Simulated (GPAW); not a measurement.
# Zn7CoO8 (ZnO32 Co2 d4p57): parallel and opposed starts, part 2 of 2

Aim: find out whether Zn7CoO8 (ZnO32 Co2 d4p57) carries moments, and which collinear order costs least.

GPAW 26.7.0; PBE; plane waves with GPAW's PAW setups, scalar-relativistic.

So far. Step 2 (Run 1 (ferro ++)): After 31 cycles the largest moment stands at 2.45 μB.

### 3. Order 2, typed as antiferro +-

Reversing part of the moments tests the sign of the couplings between them.

order2.py reads:

```python
import json
import numpy as np
from ase import Atoms
from ase.parallel import paropen, parprint
from gpaw import GPAW

atoms = Atoms(['Co', 'O', 'Zn', 'O', 'Zn', 'O', 'Zn', 'O', 'Zn', 'O', 'Zn', 'O', 'Zn', 'O', 'Zn', 'O', 'Zn', 'O', 'Co', 'O', 'Zn', 'O', 'Zn', 'O', 'Zn', 'O', 'Zn', 'O', 'Zn', 'O', 'Zn', 'O'],
    cell=[[6.5, 0.0, 0.0],
         [-3.25, 5.629165, 0.0],
         [0.0, 0.0, 10.414]],
    scaled_positions=[[0.0, 0.0, 0.0],
         [0.166667, 0.333333, 0.059],
         [0.166667, 0.333333, 0.25],
         [0.0, 0.0, 0.309],
         [0.0, 0.0, 0.5],
         [0.166667, 0.333333, 0.559],
         [0.166667, 0.333333, 0.75],
         [0.0, 0.0, 0.809],
         [0.0, 0.5, 0.0],
         [0.166667, 0.833333, 0.059],
         [0.166667, 0.833333, 0.25],
         [0.0, 0.5, 0.309],
         [0.0, 0.5, 0.5],
         [0.166667, 0.833333, 0.559],
         [0.166667, 0.833333, 0.75],
         [0.0, 0.5, 0.809],
         [0.5, 0.0, 0.0],
         [0.666667, 0.333333, 0.059],
         [0.666667, 0.333333, 0.25],
         [0.5, 0.0, 0.309],
         [0.5, 0.0, 0.5],
         [0.666667, 0.333333, 0.559],
         [0.666667, 0.333333, 0.75],
         [0.5, 0.0, 0.809],
         [0.5, 0.5, 0.0],
         [0.666667, 0.833333, 0.059],
         [0.666667, 0.833333, 0.25],
         [0.5, 0.5, 0.309],
         [0.5, 0.5, 0.5],
         [0.666667, 0.833333, 0.559],
         [0.666667, 0.833333, 0.75],
         [0.5, 0.5, 0.809]],
    pbc=True,
    magmoms=[3.0, 0.0, 0.0, 0.0, 0.0, 0.0, 0.0, 0.0, 0.0, 0.0, 0.0, 0.0, 0.0, 0.0, 0.0, 0.0, 0.0, 0.0, -3.0, 0.0, 0.0, 0.0, 0.0, 0.0, 0.0, 0.0, 0.0, 0.0, 0.0, 0.0, 0.0, 0.0])
atoms.calc = GPAW(mode={'name': 'pw', 'ecut': 600},
    xc='PBE',
    kpts={'size': (5, 5, 3), 'gamma': True},
    occupations={'name': 'fermi-dirac', 'width': 0.05},
    convergence={'density': 1e-05, 'energy': 1e-05},
    maxiter=200,
    mixer={'name': 'pulay', 'beta': 0.05, 'nmaxold': 6, 'weight': 50},
    symmetry={'tolerance': 1e-4},
    txt='order2.txt')
e = atoms.get_potential_energy(force_consistent=True)
res = {'free_energy': e, 'energy_sigma0': atoms.get_potential_energy(), 'fermi_energy': atoms.calc.get_fermi_level()}
res['moments'] = atoms.get_magnetic_moments().tolist()
res['total'] = atoms.get_magnetic_moment()
parprint('site moments (muB):', np.round(res['moments'], 3))
parprint(f"total moment: {res['total']:.3f} muB")
parprint(f'free energy: {e:.6f} eV')
atoms.calc.write('order2.gpw')
with paropen('results.json', 'w') as f:
    json.dump(res, f)
```

Started as:

```
> OMP_NUM_THREADS=1 mpirun -n 8 gpaw python order2.py > order2.log
```

Output:

```text
site moments (muB): [ 2.448e+00  5.800e-02 -5.000e-03  1.000e-03  0.000e+00 -0.000e+00
  3.000e-03  5.100e-02  5.000e-03  5.800e-02 -5.000e-03 -5.600e-02
 -2.000e-03 -0.000e+00  3.000e-03 -2.000e-03  5.000e-03 -5.200e-02
 -2.447e+00 -5.600e-02 -2.000e-03 -0.000e+00 -0.000e+00 -2.000e-03
  5.000e-03  5.800e-02 -5.000e-03 -5.600e-02 -2.000e-03 -0.000e+00
  3.000e-03 -2.000e-03]
total moment: 0.002 muB
free energy: -157.284175 eV

--- order2.txt ---
Input parameters:
  mode=PW(ecut=600),
  convergence={'density': 1e-05, 'energy': 1e-05},
  kpts=MonkhorstPack(size=(5, 5, 3), gamma=True),
  maxiter=200,
  mixer=Pulay(name='pulay', nmaxold=6, beta=0.05, weight=50, sigma=0.015, g_ss=None),
  occupations=Occupations(name='fermi-dirac', width=0.05),
  symmetry=Symmetry(tolerance=0.0001),
  xc=XC(name='PBE')

Diagonalizing LCAO Hamiltonian
Converting LCAO to pw mode

          Zn      Zn
         O       O
           OZn     OZn
          O       O
            O       O
         Zn      Zn
           Zn      Zn
         OZn     OZn
            Zn      Co
          OO      OO

         Zn O    Zn O
           Co      Zn

Atoms  # Å, Bohr magnetons
|    | symbol |         x |        y |        z |    initial magnetic moments |
|----|--------|-----------|----------|----------|-----------------------------|
|  0 |     Co |  0.000000 | 0.000000 | 0.000000 | ( 0.0000,  0.0000,  3.0000) |
|  1 |      O |  0.000003 | 1.876386 | 0.614426 | ( 0.0000,  0.0000,  0.0000) |
|  2 |     Zn |  0.000003 | 1.876386 | 2.603500 | ( 0.0000,  0.0000,  0.0000) |
|  3 |      O |  0.000000 | 0.000000 | 3.217926 | ( 0.0000,  0.0000,  0.0000) |
|  4 |     Zn |  0.000000 | 0.000000 | 5.207000 | ( 0.0000,  0.0000,  0.0000) |
|  5 |      O |  0.000003 | 1.876386 | 5.821426 | ( 0.0000,  0.0000,  0.0000) |
|  6 |     Zn |  0.000003 | 1.876386 | 7.810500 | ( 0.0000,  0.0000,  0.0000) |
|  7 |      O |  0.000000 | 0.000000 | 8.424926 | ( 0.0000,  0.0000,  0.0000) |
|  8 |     Zn | -1.625000 | 2.814583 | 0.000000 | ( 0.0000,  0.0000,  0.0000) |
|  9 |      O | -1.624997 | 4.690969 | 0.614426 | ( 0.0000,  0.0000,  0.0000) |
| 10 |     Zn | -1.624997 | 4.690969 | 2.603500 | ( 0.0000,  0.0000,  0.0000) |
| 11 |      O | -1.625000 | 2.814583 | 3.217926 | ( 0.0000,  0.0000,  0.0000) |
| 12 |     Zn | -1.625000 | 2.814583 | 5.207000 | ( 0.0000,  0.0000,  0.0000) |
| 13 |      O | -1.624997 | 4.690969 | 5.821426 | ( 0.0000,  0.0000,  0.0000) |
| 14 |     Zn | -1.624997 | 4.690969 | 7.810500 | ( 0.0000,  0.0000,  0.0000) |
| 15 |      O | -1.625000 | 2.814583 | 8.424926 | ( 0.0000,  0.0000,  0.0000) |
| 16 |     Zn |  3.250000 | 0.000000 | 0.000000 | ( 0.0000,  0.0000,  0.0000) |
| 17 |      O |  3.250003 | 1.876386 | 0.614426 | ( 0.0000,  0.0000,  0.0000) |
| 18 |     Co |  3.250003 | 1.876386 | 2.603500 | ( 0.0000,  0.0000, -3.0000) |
| 19 |      O |  3.250000 | 0.000000 | 3.217926 | ( 0.0000,  0.0000,  0.0000) |
| 20 |     Zn |  3.250000 | 0.000000 | 5.207000 | ( 0.0000,  0.0000,  0.0000) |
| 21 |      O |  3.250003 | 1.876386 | 5.821426 | ( 0.0000,  0.0000,  0.0000) |
| 22 |     Zn |  3.250003 | 1.876386 | 7.810500 | ( 0.0000,  0.0000,  0.0000) |
| 23 |      O |  3.250000 | 0.000000 | 8.424926 | ( 0.0000,  0.0000,  0.0000) |
| 24 |     Zn |  1.625000 | 2.814583 | 0.000000 | ( 0.0000,  0.0000,  0.0000) |
| 25 |      O |  1.625003 | 4.690969 | 0.614426 | ( 0.0000,  0.0000,  0.0000) |
| 26 |     Zn |  1.625003 | 4.690969 | 2.603500 | ( 0.0000,  0.0000,  0.0000) |
| 27 |      O |  1.625000 | 2.814583 | 3.217926 | ( 0.0000,  0.0000,  0.0000) |
| 28 |     Zn |  1.625000 | 2.814583 | 5.207000 | ( 0.0000,  0.0000,  0.0000) |
| 29 |      O |  1.625003 | 4.690969 | 5.821426 | ( 0.0000,  0.0000,  0.0000) |
| 30 |     Zn |  1.625003 | 4.690969 | 7.810500 | ( 0.0000,  0.0000,  0.0000) |
| 31 |      O |  1.625000 | 2.814583 | 8.424926 | ( 0.0000,  0.0000,  0.0000) |

Unit cell  # Å
| periodic |         x |        y |         z |   lengths |     angles |
|----------|-----------|----------|-----------|-----------|------------|
|      yes |  6.500000 | 0.000000 |  0.000000 |  6.500000 |  90.000000 |
|      yes | -3.250000 | 5.629165 |  0.000000 |  6.500000 |  90.000000 |
|      yes |  0.000000 | 0.000000 | 10.414000 | 10.414000 | 120.000001 |

Number of symmetries: 6

BZ-sampling:
  Number of BZ points: 75
  Number of IBZ points: 12

  Monkhorst-Pack size: [5, 5, 3]
  Monkhorst-Pack shift: [0, 0, 0]

Plane wave coefficients: 12735
Cutoff: 600.0 eV

Spin-components: 2 (collinear spins)
Bands:           174
Projectors:      176
Spin-degeneracy: 1
Datatype:        complex128

Parallelization:
  kpt:    8
  domain: 1
  band:   1

Density:
  Valence electrons: 282.0
  Components: 2
  Grid points: [40 40 60]
  Charge: 0.0  # |e|

Potential:
  Grid points: [40 40 60]

[... setups left out ...]
Reference energy: -792517.629771  # eV

eigensolver:
  PPCG
  Converge bands: occupied
  niter=2

density mixing:
  Pulay-Mixer
  Linear mixing parameters: 0.05
  Old densities: 6
  Fourier metric: weight=50, sigma=0.015

occupation numbers:
  Fermi-Dirac:
    width: 0.0500  # eV

poisson solver:
  ecut: 4800.0  # eV

xc functional:
  name: PBE with 2 nearest neighbor stencil

convergence criteria:
- Maximum integral of absolute [dens]ity change: 1e-05 electrons / valence electron
- Maximum [total energy] change in last 3 cyles: 1e-05 eV / valence electron
- Maximum integral of absolute [eigenst]ate change: 4e-08 eV^2 / valence electron
maximum number of iterations: 200

SCF iterations
|iter     |      energy | eigst |  dens |  magmom |
|---------|-------------|-------|-------|---------|
|iter:   1|       0s | -179.530919 | +0.88 |       |  +0.0000|
|iter:   2|      36s | -173.108870 | -0.12 | -0.96 |  -0.0000|
|iter:   3|      72s | -156.620472 | +0.73 | -1.00 |  +0.0005|
|iter:   4|     109s | -157.066202 | -0.11 | -1.40 |  +0.0031|
|iter:   5|     145s | -157.231111 | -1.11 | -1.44 |  +0.0009|
|iter:   6|     181s | -157.228425 | -1.21 | -1.66 |  +0.0035|
|iter:   7|     217s | -157.277626 | -1.37 | -2.00 |  +0.0012|
|iter:   8|     253s | -157.264597 | -1.78 | -2.09 |  +0.0020|
|iter:   9|     289s | -157.266246 | -1.83 | -2.24 |  +0.0028|
|iter:  10|     325s | -157.262675 | -2.81 | -2.64 |  +0.0028|
|iter:  11|     361s | -157.263366 | -3.54 | -2.71 |  +0.0025|
|iter:  12|     398s | -157.266642 | -3.61 | -2.78 |  +0.0019|
|iter:  13|     434s | -157.267985 | -3.79 | -2.92 |  +0.0020|
|iter:  14|     470s | -157.270306 | -3.98 | -3.05 |  +0.0021|
|iter:  15|     507s | -157.270457c| -4.03 | -3.14 |  +0.0019|
|iter:  16|     543s | -157.270777c| -4.08 | -3.26 |  +0.0018|
|iter:  17|     579s | -157.271103c| -4.66 | -3.32 |  +0.0018|
|iter:  18|     615s | -157.271257c| -4.69 | -3.44 |  +0.0017|
|iter:  19|     651s | -157.271238c| -5.16 | -3.94 |  +0.0018|
|iter:  20|     687s | -157.271225c| -5.51 | -4.04 |  +0.0018|
|iter:  21|     724s | -157.271249c| -5.86 | -4.08 |  +0.0018|
|iter:  22|     760s | -157.271250c| -6.07 | -4.14 |  +0.0018|
|iter:  23|     796s | -157.271258c| -6.48 | -4.23 |  +0.0018|
|iter:  24|     832s | -157.271273c| -6.38 | -4.27 |  +0.0018|
|iter:  25|     868s | -157.271274c| -6.89 | -4.41 |  +0.0018|
|iter:  26|     904s | -157.271303c| -6.19 | -4.42 |  +0.0018|
|iter:  27|     940s | -157.271317c| -6.51 | -4.78 |  +0.0018|
|iter:  28|     964s | -157.271316c| -7.45c| -5.23c|  +0.0018|

Converged in 28 steps
Energy contributions relative to reference atoms: (reference = -792517.629771)

Energy contributions:
  Kinetic:         348.591440
  Coulomb:        -303.598470
  Zero:              1.881263
  External:          0.000000
  Xc:             -204.132689
  Entropy:          -0.025719
  Spinorbit:         0.000000
  ----------------------------
  Free energy:    -157.284175
  Extrapolated:   -157.271316

dipole moment: (-76.833949, -101.854650, -98.379208)  # |e|*Ang

Total magnetic moment: (0.000000, 0.000000, 0.001830)

Local magnetic moments
|        x |        y |         z |
|----------|----------|-----------|
| 0.000000 | 0.000000 |  2.448458 |  # Co   0
| 0.000000 | 0.000000 |  0.057744 |  # O    1
| 0.000000 | 0.000000 | -0.005248 |  # Zn   2
| 0.000000 | 0.000000 |  0.001288 |  # O    3
| 0.000000 | 0.000000 |  0.000198 |  # Zn   4
| 0.000000 | 0.000000 | -0.000019 |  # O    5
| 0.000000 | 0.000000 |  0.002767 |  # Zn   6
| 0.000000 | 0.000000 |  0.050994 |  # O    7
| 0.000000 | 0.000000 |  0.004693 |  # Zn   8
| 0.000000 | 0.000000 |  0.057744 |  # O    9
| 0.000000 | 0.000000 | -0.005248 |  # Zn  10
| 0.000000 | 0.000000 | -0.055613 |  # O   11
[...]
| 0.000000 | 0.000000 |  0.004693 |  # Zn  24
| 0.000000 | 0.000000 |  0.057744 |  # O   25
| 0.000000 | 0.000000 | -0.005248 |  # Zn  26
| 0.000000 | 0.000000 | -0.055613 |  # O   27
| 0.000000 | 0.000000 | -0.002105 |  # Zn  28
| 0.000000 | 0.000000 | -0.000019 |  # O   29
| 0.000000 | 0.000000 |  0.002767 |  # Zn  30
| 0.000000 | 0.000000 | -0.002287 |  # O   31

Fermi level: 5.536
Eigenvalues  # (at kpt = [0.000, 0.000, 0.000])
| band index |      eig [eV] | occ [0-1] |      eig [eV] | occ [0-1] |
|------------|---------------|-----------|---------------|-----------|
|          0 |       -14.023 |     1.000 |       -14.024 |     1.000 |
|        ... |               |           |               |           |
|        134 |         4.108 |     1.000 |         4.098 |     1.000 |
|        135 |         4.108 |     1.000 |         4.098 |     1.000 |
|        136 |         4.283 |     1.000 |         4.282 |     1.000 |
|        137 |         4.526 |     1.000 |         4.525 |     1.000 |
|        138 |         4.526 |     1.000 |         4.525 |     1.000 |
|        139 |         4.937 |     1.000 |         4.938 |     1.000 |
|        140 |         5.302 |     0.991 |         5.304 |     0.990 |
|        141 |         5.304 |     0.990 |         5.307 |     0.990 |
|        142 |         6.766 |     0.000 |         6.765 |     0.000 |
|        143 |         6.917 |     0.000 |         6.919 |     0.000 |
|        144 |         6.919 |     0.000 |         6.922 |     0.000 |
|        145 |         7.565 |     0.000 |         7.559 |     0.000 |
|        146 |         7.644 |     0.000 |         7.647 |     0.000 |
|        147 |         9.319 |     0.000 |         9.317 |     0.000 |
|        148 |         9.802 |     0.000 |         9.799 |     0.000 |
|        149 |         9.802 |     0.000 |         9.799 |     0.000 |
|        ... |               |           |               |           |
|        173 |        14.629 |     0.000 |        14.629 |     0.000 |

No gap
No difference between direct/indirect transitions
```

Elapsed: 17 min, on 8 MPI ranks of Arm Neoverse N1, shared host; peak memory 5.1 GiB.

Spin moment in the augmentation sphere by element, in μB:

```tsv
element	atoms	mean	spread (r.m.s.)	least	largest
Co	2	0.00	2.45	-2.45	2.45
O	16	0.00	0.04	-0.06	0.06
Zn	14	0.00	0.00	-0.01	0.00
```

The atoms farthest from the mean of their element:

```tsv
atom	x, y, z (Å)	spin moment in the augmentation sphere (μB)
Co1	0.00, 0.00, 0.00	2.45
Co19	3.25, 1.88, 2.60	-2.45
O10	-1.62, 4.69, 0.61	0.06
O2	0.00, 1.88, 0.61	0.06
O26	1.63, 4.69, 0.61	0.06
O28	1.62, 2.81, 3.22	-0.06
O20	3.25, 0.00, 3.22	-0.06
O12	-1.62, 2.81, 3.22	-0.06
```

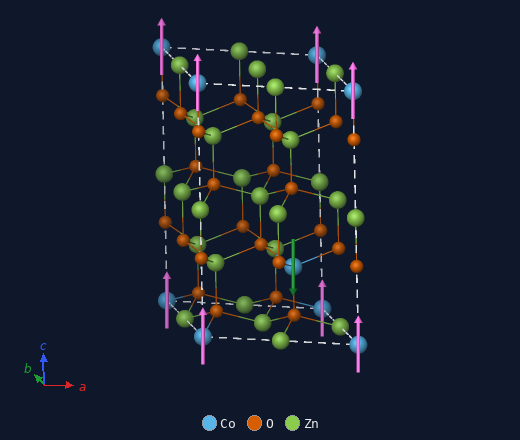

Spin moment in the augmentation sphere as arrows, the longest 2.45 μB. Up and down stand for the sign. Arrows give size and sign along the axis of quantisation, drawn up and down the page. The two directions have two colours. Bonds to atoms that aren't drawn are left out. Some periodic images of atoms are drawn too.

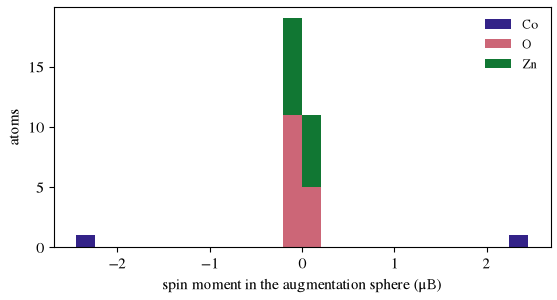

Spin moment in the augmentation sphere as a stacked histogram.

Numbers from this step:

```yaml
magnetization: 0 μB
final_state: antiferromagnetic
```

It lies level with the first start, and its largest moment is 2.45 μB against 2.45 μB.

### 4. Ranking

These are free energies at a smearing of 0.05 eV, so its entropy term is in the differences. They are divided by the number of seeded atoms, so that cells of unlike size compare.

Orders:

```tsv
start	final state	typed order kept	energy over the lowest (meV a seeded atom)	largest site moment (μB)	net moment (μB a primitive cell)	mesh matched	CPU time (s)
ferro ++	ferromagnetic	yes	0	2.45	6.07	yes	8941
antiferro +-	antiferromagnetic	yes	0.06355	2.448	0.00183	yes	8281
```

### 5. What came out

| Property | Result |
| --- | --- |
| lowest state found | ferromagnetic (typed ferro ++) |
| largest site moment | 2.45 μB |
| next state | antiferromagnetic, 0.0636 meV a seeded atom higher |

The lowest state found is ferromagnetic, reached from the start ferro ++, with moments up to 2.45 μB. The two lowest states lie so close that the mesh, the functional or spin–orbit coupling could swap them. This is the lowest of 2 finished starts, no proof of the ground state.

[Logs and program files are shortened in this print: banners, set-up blocks, solver, clock and traceback lines can be left out without a mark of their own.]

[Logs are printed without paths, hosts, clocks, repeated set-up lines and the standing remarks that a program may print on its own settings, such as how far it seeks lower states.]

[Hosts, paths, dates, database ids (printed as entryN), source tags and the programs' standing remarks are cut or masked in the printed files.]

[Where a cell is said to come from a database of computed structures, the database is the Materials Project.]
